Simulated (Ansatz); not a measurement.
# Tl2S (model cell, started as cuprite): a soft mode frozen in, part 3 of 3

Which phase does Tl2S (model cell, started as cuprite) fall into along its unstable mode, and how much energy does it gain?

Ansatz 0.2.0; DFT PBEsol, scalar-relativistic, plane waves, PAW.

So far. Step 4 (The mode frozen in, largest atomic shift 0.45 Å): The run ends at a pressure of 0.49 GPa, with forces up to 0.80 eV/Å. Step 5 (Energy along the mode, all amplitudes (two of the runs …): The lowest of the steps tried is at 0.45 Å, 26.5 meV/atom below the parent; the bottom of the well need not coincide with a step.

The structure was built from a prototype and need not be the compound's stable phase.

### 7. The new phase in its own primitive cell

The relaxed structure is symmetrised, reduced to its primitive cell and relaxed tightly, as its phonons need.

File input.yaml:

```yaml
crystal:
  lattice:
    - [4.7346710818, 0.0, 0.0]
    - [0.0, 4.7346710818, 0.0]
    - [0.0, 0.0, 7.3120953696]
  atoms:
    - { symbol: S, position: [0.5, 0.0, 0.7156271269] }
    - { symbol: S, position: [0.0, 0.5, 0.2843728731] }
    - { symbol: Tl, position: [0.0, 0.5, 0.6528210132] }
    - { symbol: Tl, position: [0.5, 0.5, 0.0] }
    - { symbol: Tl, position: [0.5, 0.0, 0.3471789868] }
    - { symbol: Tl, position: [0.0, 0.0, 0.0] }
kpoints:
  mp_grid: { grid: [8, 8, 6] }
hamiltonian:
  xc: pbesol
scf:
  occupations: { method: methfessel_paxton, width: 0.2 }
output:
  forces: true
  stress: true
  eigenvalues: true
relax:
  adjacent_minimum: "off"
  f_tol: 0.001
  max_steps: 60
  cell: { stress_tol: 0.01 }
```

On the command line:

```
ansatz run input.yaml --threads 8 --pin off --max-ram 14336MiB --backend cpu --events-out ev --progress --plain --runs-dir out
```

Numbers of over 12 decimals in the logs are rounded to 6 here.

Output:

```text
[...]
Crystal: 6 atoms, lattice volume = 163.916 Å³
Basis set: ecut = 420 eV, 3201 PW (Γ), exchange–correlation on 64×64×100 points (8 copies of the dense FFT grid, shifted against one another)
Bands: 39, of which v1, the nominal top of the filled ones, is band 32 counted from 1 (31 counted from 0)
Symmetry: 16 space group operations
[...]
k-points: 60 of 384
[...]
--- Relaxed structure (3 steps of the walk, 3 accepted, 1 SCFs on fresh bases) ---
[...]
cell:  # Å, volume = 163.8620 Å³
    - [4.733894, 0, 0]
    - [0, 4.733894, 0]
    - [0, 0, 7.312084]
  atoms:
    - { symbol: S, position: [0.5, 0, 0.715682] }
    - { symbol: S, position: [0, 0.5, 0.284318] }
    - { symbol: Tl, position: [0, 0.5, 0.652781] }
    - { symbol: Tl, position: [0.5, 0.5, 0] }
    - { symbol: Tl, position: [0.5, 0, 0.347219] }
    - { symbol: Tl, position: [0, 0, 0] }
[key lines of the parts left out:]
SCF converged after 5 iterations
Free energy (F): -46953.728020 eV
Fermi energy:    7.942587 eV
P = ⅓ Tr σ = 0.0007 GPa (0.007 kbar)
```

Elapsed: 17 s, on 8 threads of Arm Neoverse N1, shared host; peak memory 0.83 GiB.

Little changed from the start: no atom moved by 0.005 Å and no cell edge by 0.1 %.

Numbers from this step:

```
pressure        : 6.65e-4 GPa
volume per atom : 27.31 Å³
```

The largest force component left is 0.46 meV/Å and the pressure is 0.001 GPa, within the tolerances set. The cell now holds 27.31 Å³/atom.

### 8. Modes of the new phase, k-mesh 8×8×6

A relaxed structure may still be a saddle point, so its zone-centre modes are computed. No field response is asked, since the mesh shows no gap.

input.yaml, the sections that differ from step 7:

```yaml
crystal:
  lattice:
    - [4.7338939532, 0.0, 0.0]
    - [0.0, 4.7338939532, 0.0]
    - [0.0, 0.0, 7.3120836587]
  atoms:
    - { symbol: S, position: [0.5, 0.0, 0.7156819827] }
    - { symbol: S, position: [0.0, 0.5, 0.2843180173] }
    - { symbol: Tl, position: [0.0, 0.5, 0.6527807724] }
    - { symbol: Tl, position: [0.5, 0.5, 0.0] }
    - { symbol: Tl, position: [0.5, 0.0, 0.3472192276] }
    - { symbol: Tl, position: [0.0, 0.0, 0.0] }
output:
  eigenvalues: true
phonons:
  method: dfpt
# kpoints, hamiltonian, scf: as in step 7
# relax: removed
```

Output:

```text
zone centre: on kpoints.mp_grid the ground state, and the responses unless they are solved on pairs of k-points, stand on 100 of the mesh's 384 k-points, reduced under 4 symmetry operations, with k and −k counted as one. Each operation leaves every solved displacement unchanged or reverses it
[...]
Crystal: 6 atoms, lattice volume = 163.862 Å³
Basis set: ecut = 420 eV, 3201 PW (Γ), exchange–correlation on 64×64×100 points (8 copies of the dense FFT grid, shifted against one another)
Bands: 39, of which v1, the nominal top of the filled ones, is band 32 counted from 1 (31 counted from 0)
Symmetry: 16 space group operations
k-points: 100 of 384 (irreducible under 4 space group operations, time reversal used)
[...]
SCF iter   1: F=—  HF=-46953.754266 eV  |F-HF|=—  |Δ(HF+E_count)|=         —  Δρ=5.73e-3  dr2=1.24e-1  ethr=1.77e-3  ⟨swp⟩=5.8  Hψ=14029  notcnv=0
[...]
SCF iter  10: F=-46953.728020 eV  HF=-46953.728020 eV  |F-HF|=7.28e-12  |Δ(HF+E_count)|=  1.46e-11  S|Δr|=    0.00e0  Δρ=2.85e-8  dr2=1.89e-12  ethr=1.00e-12  ⟨swp⟩=9.4  Hψ=19586  notcnv=0
SCF 1 converged in 10 iterations: F = -46953.728020 eV  dr2 = 1.89e-12
[...]
DFPT response loops at Γ: preconditioner auto → Kerker (q_TF=auto, 2.333 Å⁻¹) (partly filled bands, converged f_vac=0.012); β = 1.00, the filter's whole step (`scf.mixing.beta` (0.50) is not read by the response loops under this deck's `scf.mixing.preconditioner`; to damp them name `kerker` or `kerker_dos`, under which they read `scf.mixing.beta`, and type it under 1.00, their step now; both keys bind the ground state too); Broyden in place of MSR1
SCF converged after 10 iterations
[...]
Free energy (F): -46953.728020 eV
[...]
Internal energy: -46953.731099 eV  (E = F + TS)
E sigma→0 (E₀):  -46953.728790 eV
Entropy (-TS):   0.003079 eV (0.513 meV/atom)
Fermi energy:    7.942587 eV
[...]
--- Band table (eV; the first three rows and the last of 100) ---
  k-point 0: bands = [... 28 lower, 6.4328, 6.4328, 6.4417, 8.4880, 9.6585, 9.6585, 10.3985, 11.2629, ... 3 higher]
  k-point 1: bands = [... 28 lower, 6.3326, 6.3326, 6.4639, 7.6785, 9.6574, 9.6574, 10.9267, 11.1617, ... 3 higher]
  k-point 2: bands = [... 28 lower, 6.0645, 6.0724, 6.0724, 6.8772, 9.6697, 9.6697, 10.9962, 11.0089, ... 3 higher]
  k-point 99: bands = [... 28 lower, 6.5211, 6.5211, 7.2296, 7.2296, 7.7280, 7.7280, 11.3566, 11.3566, ... 3 higher]
--- Phonons (Γ-DFPT): 6 representative perturbations + reference, on 100 of 384 k-points (Σ response iterations 18) ---
  k mesh reduced under 4 symmetry operations, with k and −k counted as one. Each operation leaves every solved displacement unchanged or reverses it
  ASR residual: 7.159e-5 → 0.000e0 eV/Å²; symmetrization residual: 1.942e-5 eV/Å²
  ASR residual per site (eV/Å²): 7.16e-5 7.16e-5 4.31e-5 7.87e-6 4.31e-5 7.87e-6
[...]
non-analytic LO–TO correction: not included (Born effective charges unavailable; polar crystals: no LO–TO splitting at Γ)
```

Run time: 96 s. Hardware: 8 threads; peak memory 2.2 GiB; 12 min of CPU time.

This step gave:

* sum-rule residual before enforcement: 7.16e-5 eV/Å²
* point group: 4/mmm
* highest optical mode at the zone centre (no LO-TO term): 193.7 cm⁻¹
* lowest optical zone-centre mode: 16.22 cm⁻¹

Patterns of degenerate modes are one choice out of their space. The modes at Γ (shares of kinetic energy by element, %):

```
mode  frequency (cm⁻¹)  symmetry  S %  Tl %
   1               0.0  acoustic    7    93
   2               0.0  acoustic    7    93
   3               0.0  acoustic    7    93
   4              16.2        Eg   31    69
   5              16.2        Eg   31    69
   6              26.8       B1g    0   100
   7              30.4        Eu    2    98
   8              30.4        Eu    2    98
   9              48.6        Eg   34    66
  10              48.6        Eg   34    66
  11              66.4       A1g    8    92
  12              72.8        Eu   90    10
  13              72.8        Eu   90    10
  14              75.6       A2u   15    85
  15              89.0        Eg   34    66
  16              89.0        Eg   34    66
  17             156.8       A2u   77    23
  18             193.7       A1g   92     8
```

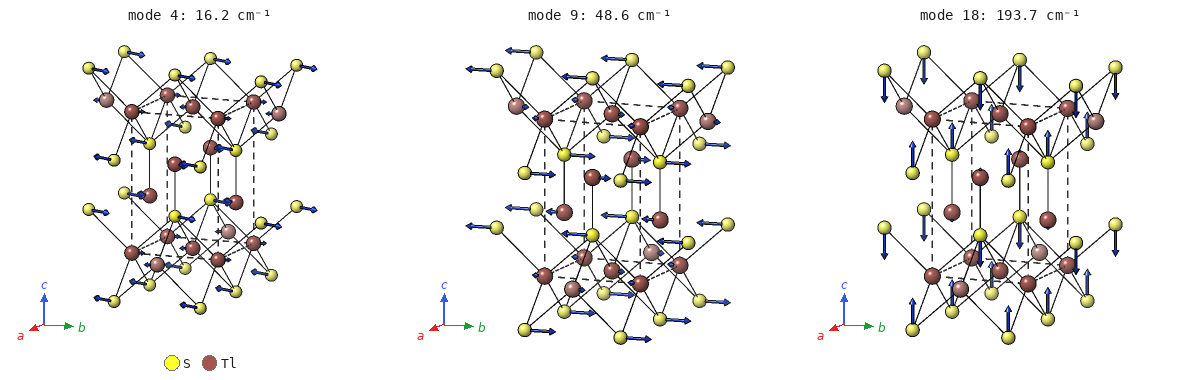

Displacement patterns of modes 4, 9 and 18 at Γ; arrows are exaggerated. Some periodic images of atoms are drawn too.

Before it was imposed, the acoustic sum rule was missed by 7.2e-5 eV/Å². Small misses are needed for a sound result but don't prove that mesh and cutoff are converged. The lowest optical mode is real, 16.2 cm⁻¹.

### 9. What came out

- unstable mode of the parent: q = (0, 0, 0), 147i cm⁻¹
- depth at the lowest point sampled: 26.5 meV/atom
- largest atomic shift at that point: 0.45 Å
- space group reached (within 0.01 Å): P4/nmm
- energy gained over the parent (first relaxation, on the mesh of the frozen mode): 519 meV/atom
- volume per atom, phase reached: 27.3 Å³
- lowest optical zone-centre mode, phase reached: 16.2 cm⁻¹
- highest optical mode at the zone centre (no LO-TO term), phase reached: 194 cm⁻¹

What this shows: Along this mode the structure falls into P4/nmm, 519 meV/atom below the parent. At the parent's cell the well is 26.54 meV/atom deep on the steps tried, with its lowest point at a shift of 0.45 Å. Relaxing atoms and cell changes the gain by +492.12 meV/atom against the lowest step (energies at zero smearing). Most of the total comes from this relaxation. The new phase has no imaginary mode at the zone centre of its cell; other wavevectors were not checked. Of the 5 patterns followed to their end from this parent, this one reaches the lowest energy. Each path keeps the symmetry of its pattern, so a lower phase may lie along a pattern not tried. With no gap, or one that is small against the smearing, the frequencies hang on the k mesh and the smearing, most of all near Kohn anomalies. Spin-orbit coupling is left out, which can matter for the heavy elements here. The starting cell was built on a prototype and not taken from a measurement, so the phase need not exist.

[Logs are printed without paths, hosts, clocks, repeated set-up lines and the standing remarks that a program may print on its own settings, such as how far it seeks lower states.]

[Hosts, paths, dates, database ids (printed as entryN), source tags and the programs' standing remarks are cut or masked in the printed files.]
